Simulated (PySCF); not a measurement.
## A study: C2H7ClSi2, SMILES `[SiH3]/C=C(/[SiH3])Cl`

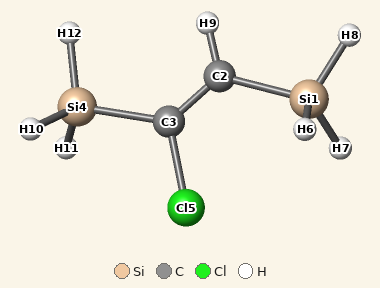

The molecule, with its atoms numbered as below. No frequency check shows the geometry to be a minimum.

Coordinates in Å:

```
Si1      2.3857    0.4064   -0.0002
C2       0.5928    0.9905    0.0000
C3      -0.4558    0.1764    0.0001
Si4     -2.2996    0.6054    0.0003
Cl5     -0.1586   -1.5387   -0.0002
H6       2.6356   -0.3935    1.2022
H7       2.6370   -0.3886   -1.2004
H8       3.2347    1.5999    0.0026
H9       0.3763    2.0501    0.0001
H10     -2.8999    0.0270    1.2012
H11     -2.8984    0.0319   -1.2044
H12     -2.4170    2.0639    0.0002
```

Part 1: Bonding charge

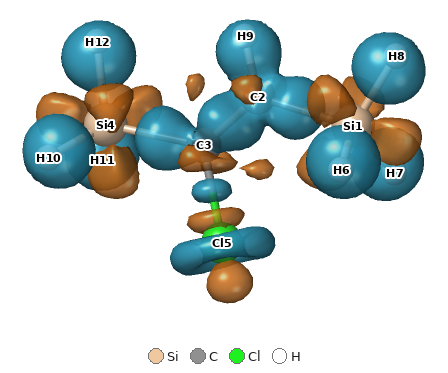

Deformation density (molecule less spherical, spin-averaged free atoms at the same positions), surfaces at ±0.07 e/Å³; light blue: gain, orange: loss.

Method: PBE/6-311G**; geometry: GFN2-xTB; program: PySCF.

> Describe the bonding that the map shows.

The five largest and four smallest: C2–H9: +0.66 e/Å³ at the bond critical point (bond length 1.08 Å, Mayer order 0.9). C2–C3: +0.65 e/Å³ at the bond critical point (bond length 1.33 Å, Mayer order 1.8). Si4–H10 and Si4–H11: +0.20 e/Å³ at the bond critical point (bond length 1.46 Å, Mayer order 0.9). Si1–H7: +0.20 e/Å³ at the bond critical point (bond length 1.46 Å, Mayer order 0.9). Si4–H12: +0.20 e/Å³ at the bond critical point (bond length 1.46 Å, Mayer order 0.9). Si1–H6: +0.20 e/Å³ at the bond critical point (bond length 1.47 Å, Mayer order 0.9). C3–Cl5: +0.17 e/Å³ at the bond critical point (bond length 1.74 Å, Mayer order 1.1). Si1–C2: +0.14 e/Å³ at the bond critical point (bond length 1.89 Å, Mayer order 0.9). C3–Si4: +0.14 e/Å³ at the bond critical point (bond length 1.89 Å, Mayer order 0.8). In all, 2.7 electrons gather in the regions of gain relative to the promolecule. A small or negative value marks a very polar bond, one between electron-rich atoms, whose free-atom densities already overlap strongly, a long bond to a heavier atom, or a closed-shell contact such as a hydrogen bond.

Part 2: Bond critical points

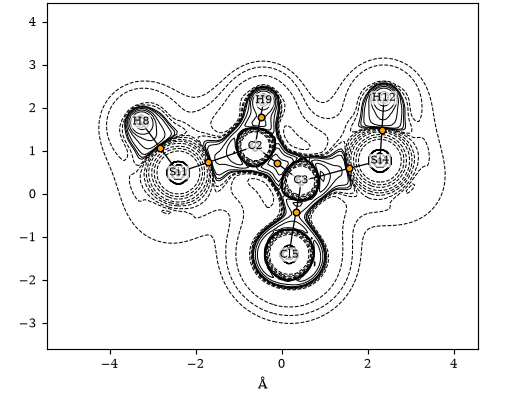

Negative Laplacian of the density (−∇²ρ) in a plane through 8 of the atoms (solid lines positive, dashed lines negative, contours at ±0.02 to ±8 a.u.), with bond paths and bond critical points (dots).

> At which bond critical points in this plane is charge locally concentrated, and at which depleted?

Concentrated (∇²ρ < 0): C2–C3 (−0.97 a.u.); C2–H9 (−0.91 a.u.); C3–Cl5 (−0.25 a.u.). Depleted (∇²ρ > 0): Si4–H12 (+0.24 a.u., H = −0.075); Si1–H8 (+0.24 a.u., H = −0.075); Si1–C2 (+0.21 a.u., H = −0.069); C3–Si4 (+0.22 a.u., H = −0.068). A positive Laplacian with clearly negative H marks a strongly polar covalent bond, whose critical point lies close to the core of the less electronegative atom.

> Where along C2–H9 does the critical point lie?

0.69 Å from C2 and 0.39 Å from H9.

Part 3: Electrostatic potential

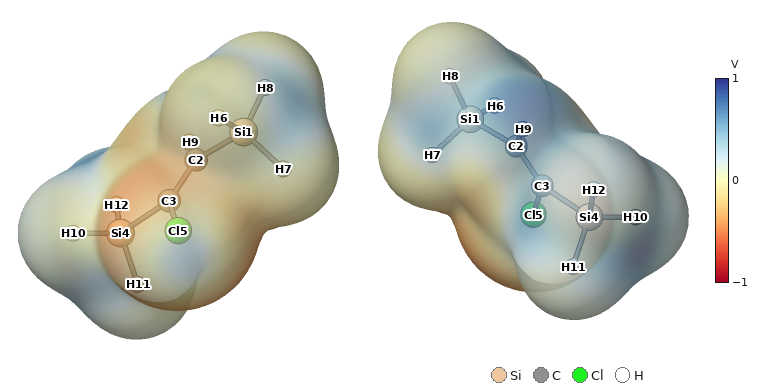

Electrostatic potential on the surface of electron density 0.001 a.u. (back view left, front view right).

> Where are the extremes of the potential on the surface?

Highest: 0.93 V, near H12 (2.03 Å), Si4 (2.09 Å), H11 (2.21 Å) and H10 (2.21 Å). Further maxima include 0.64 V, near H7 (2.09 Å), H6 (2.09 Å), Si1 (2.10 Å) and H8 (2.24 Å); 0.62 V, near H12 (1.95 Å), H10 (2.10 Å) and Si4 (2.15 Å), and at like points elsewhere. Lowest: −0.43 V, 2.1 Å from Cl5, and at like points elsewhere. Further minima include −0.26 V, off the C2–C3 bond (2.2 Å from its atoms), and at like points elsewhere; 0.01 V, 1.5 Å from H8. The surface is sampled at points, so like sites can differ by a few per cent and only the strongest of them is named.

> What volume does the surface enclose, and what is the dipole moment?

About 165 Å³; the dipole moment is 1.4 D.

Part 4: Excited states

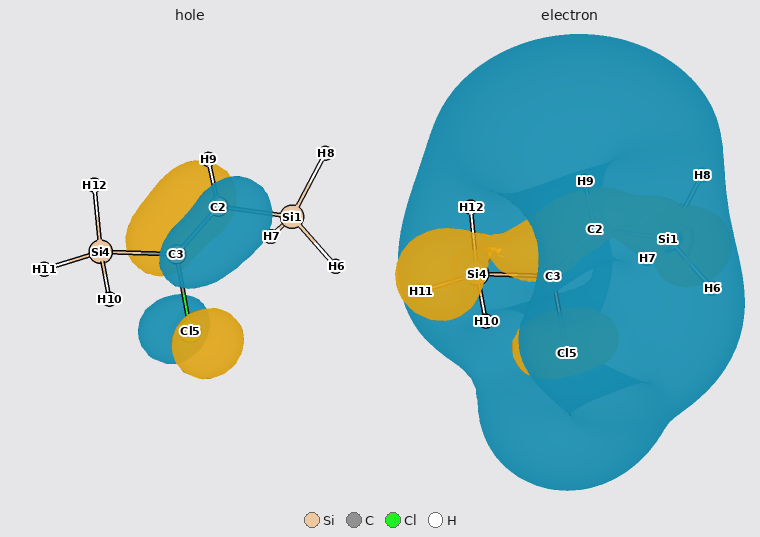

Leading natural transition orbital pair of S₃ (CIS singlet states); the surfaces enclose about 70 % of each orbital's density.

PySCF calculation, HF/6-31+G*, gas phase; geometry: GFN2-xTB.

> Give its energy and the atoms that hole and electron lie on.

7.43 eV (167 nm), f = 0.001 (very weak), diffuse (Rydberg-like) orbital; the leading pair carries 98 %; hole on C2 (33 %), C3 (27 %) and Cl5 (25 %), electron on Si4 (19 %), Si1 (18 %) and C2 (17 %) (atom shares of so diffuse an orbital are rough); their centroids lie 0.7 Å apart; S₄ lies within 0.1 eV of it. In canonical orbitals it is mainly HOMO → LUMO (72 %). The HOMO–LUMO gap is 11.56 eV.

Part 5: In an electric field

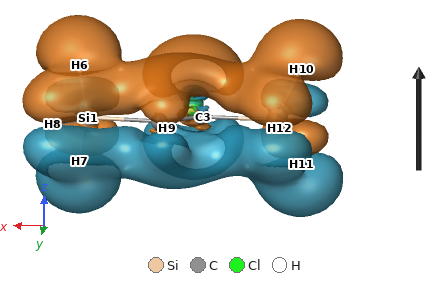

Change of the electron density in a uniform field of 0.51 V/Å along +z (arrow), surfaces at ±0.002 e/Å³ (light blue: gain, orange: loss).

Level of theory: ωB97X/def2-SVPD (PySCF), at a geometry from GFN2-xTB.

The field was applied in both directions; the picture shows the one opposite to the script's first.

> What dipole is induced, and what polarisability does it imply?

The induced dipole is 1.82 D (along the field); α along this axis, from the fields in both directions, is 72 bohr³ (10.6 Å³).

Part 6: Stretching a bond

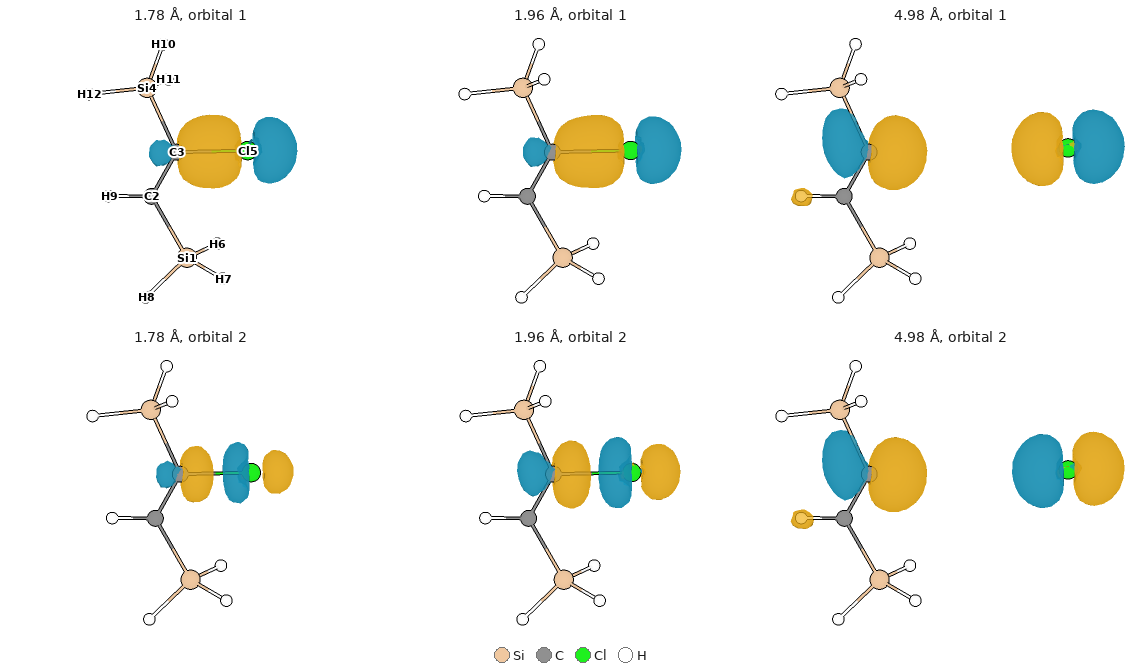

Rigid stretch of the C3–Cl5 bond. The two CASSCF(2,2) natural orbitals nearest half filling (orbital 1 the more occupied).

Computed with PySCF, 6-31G* basis, geometry: GFN2-xTB.

> How do the occupations change along the stretch?

1.78 Å: 1.97 and 0.03; 1.96 Å: 1.96 and 0.04; 4.98 Å: 1.03 and 0.97. At the longest distance computed (4.98 Å) they are 1.03 and 0.97, and the effective number of unpaired electrons is 2.0.

UHF's ⟨S²⟩ passes 1 along the scan (up to 1.24), so it also polarises electrons outside the stretched bond; its energy lowering isn't due to that bond alone.

> Where does the UHF solution part from RHF?

Between 1.78 Å (⟨S²⟩ = 0, the two coincide) and 1.96 Å (⟨S²⟩ = 0.03); at 4.98 Å ⟨S²⟩ is 1.24 and UHF lies 3.5 eV below RHF.

> How much energy does the stretch cost?

By CASSCF, 3.1 eV from the lowest point of the scan (1.78 Å) to 4.98 Å; RHF gives 5.8 eV from its own lowest point. The fragments aren't relaxed and dynamic correlation is missing, so this isn't a bond dissociation energy.
